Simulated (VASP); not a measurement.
Band structure of InAs (zinc blende). All values below come from AM05 GGA, VASP's PBE PAW potentials (set 64) (plane waves; VASP 6.6.1).

Unless said otherwise, spin-orbit coupling is left out, though it shifts the bands of the heavy elements here.

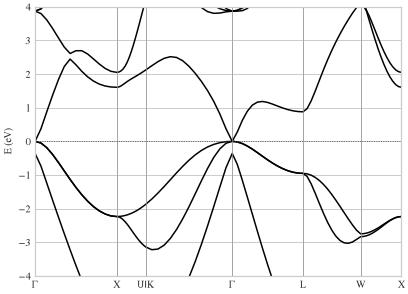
Fig. 1. Bands along high-symmetry lines, zero at the valence-band maximum or, without a gap, the Fermi level

Read the plot: is there a gap, and where are the band edges?

It has no gap at this level: it comes out as a metal or semimetal. (Edges off the drawn lines would not show.)

The compound is InAs in the zinc blende structure. It was relaxed first.
